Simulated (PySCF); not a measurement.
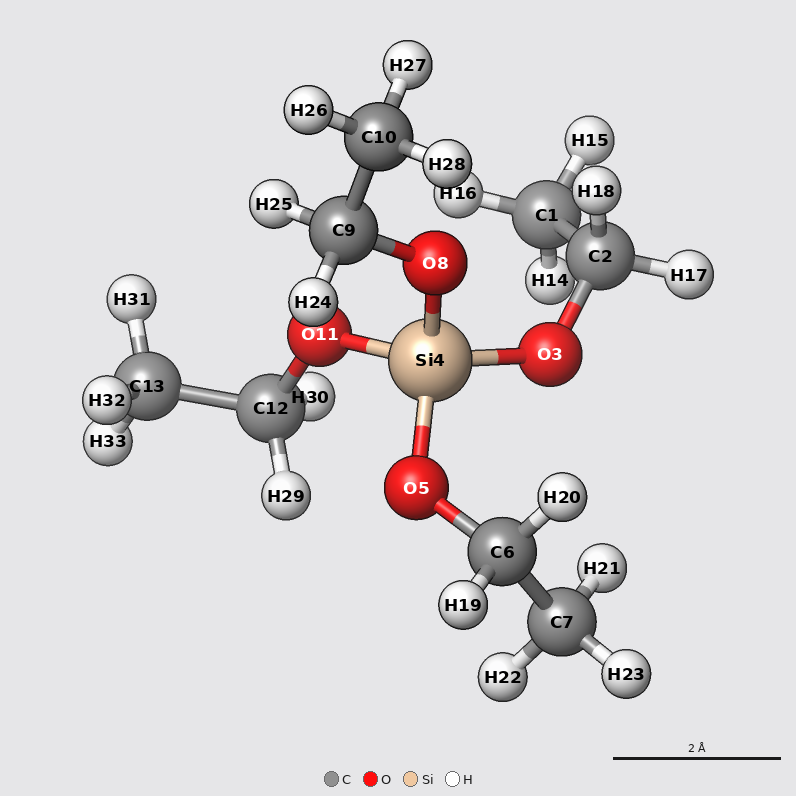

Numbered structure. The computed structure is the end point of a PBE0-D3(BJ)/def2-SVP optimisation. No frequency run is at hand to confirm it as a minimum.

What are the angles C1–C2–O3, C1–C2–H17, C2–C1–H14, O3–Si4–O11, Si4–O8–C9, C6–C7–H22, O8–C9–H24, C9–C10–H27, C10–C9–H24, C10–C9–H25, O11–C12–H29, C13–C12–H30?

| angle | degrees |
| --- | --- |
| C1–C2–O3 | 111.8 |
| C1–C2–H17 | 110.3 |
| C2–C1–H14 | 110.4 |
| O3–Si4–O11 | 115.3 |
| Si4–O8–C9 | 124.4 |
| C6–C7–H22 | 110.5 |
| O8–C9–H24 | 109.9 |
| C9–C10–H27 | 110.5 |
| C10–C9–H24 | 110.2 |
| C10–C9–H25 | 110.7 |
| O11–C12–H29 | 110.1 |
| C13–C12–H30 | 110.3 |
